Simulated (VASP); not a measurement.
Energy against volume of Rh (fcc). Level of theory: SCAN meta-GGA, VASP's PBE PAW potentials (set 64) (plane waves; VASP).

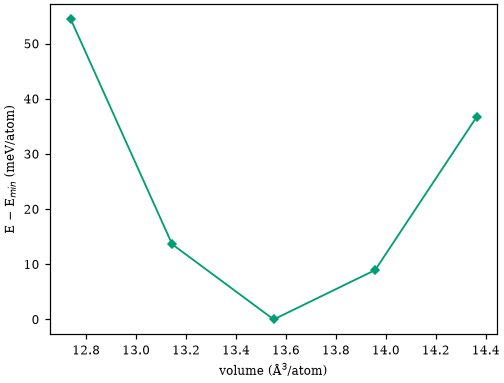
Energy against volume

Estimate the equilibrium volume and the bulk modulus.

The minimum lies near 13.6 Å³/atom, and the curvature gives B0 of about 290 GPa.

Measured: bulk modulus 271 GPa at 0 K (computed value off by +8.1 %), as given by H. Levämäki et al., Physical Review B (2014), arXiv:1402.3671 [corrected for temperature and zero-point phonon effects]; a 3.794 Å at 0 K (computed value off by -0.2 %), as given by Daniel Mejia-Rodriguez et al., Physical Review B (2018), arXiv:1807.09216 [static lattice: zero-point anharmonic expansion removed].

The compound is Rh in the fcc structure. It was relaxed first.
